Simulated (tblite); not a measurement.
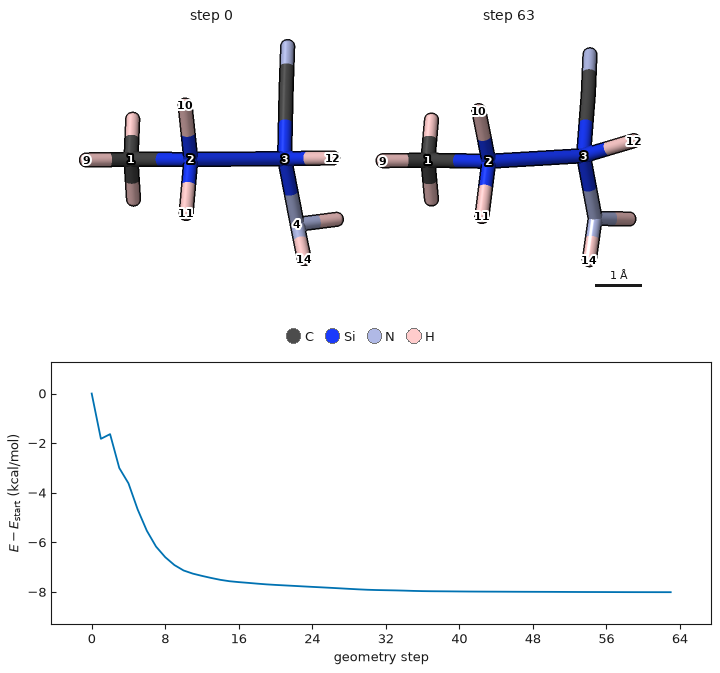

First and last geometry of a relaxation of C2H8N2Si2, with the history of the run. The picture is a stick view, seen at a tilt.

All numbers below come from GFN2-xTB geometry optimisation, gas phase (tblite). 

What do the curves and the structures tell?

Answer. It converged. The atom that moves furthest after the best rigid fit is an H atom (0.40 Å). By element the largest moves are H 0.40 Å, N 0.25 Å, Si 0.19 Å, C 0.16 Å. Some distances before and after: C–Si 1.836 → 1.898 Å, H–Si 1.499 → 1.470 Å, Si–Si 2.340 → 2.312 Å, C–H 1.098 → 1.086 Å. Among the angles between lasting bonds that change: Si–N–H 107.8° → 120.4°, N–Si–C 113.8° → 101.6°, N–Si–H 104.0° → 114.7°. After 63 geometry steps the energy has fallen by 8.01 kcal/mol. Cost: 0.65 s on 1 thread of Arm Neoverse N1, with other jobs on the host.

| step | E − E(0), kcal/mol |
| --- | --- |
| 0 | 0.00 |
| 1 | -1.83 |
| 2 | -1.64 |
| 3 | -3.00 |
| 4 | -3.62 |
| 5 | -4.67 |
| 6 | -5.53 |
| 7 | -6.17 |
| 8 | -6.60 |
| 9 | -6.91 |
| 10 | -7.13 |
| 13 | -7.43 |
| 16 | -7.60 |
| 18 | -7.66 |
| 21 | -7.73 |
| 24 | -7.79 |
| 27 | -7.85 |
| 30 | -7.91 |
| 32 | -7.93 |
| 35 | -7.96 |
| 38 | -7.97 |
| 41 | -7.98 |
| 43 | -7.99 |
| 46 | -7.99 |
| 49 | -7.99 |
| 52 | -8.00 |
| 55 | -8.00 |
| 57 | -8.00 |
| 60 | -8.01 |
| 63 | -8.01 |
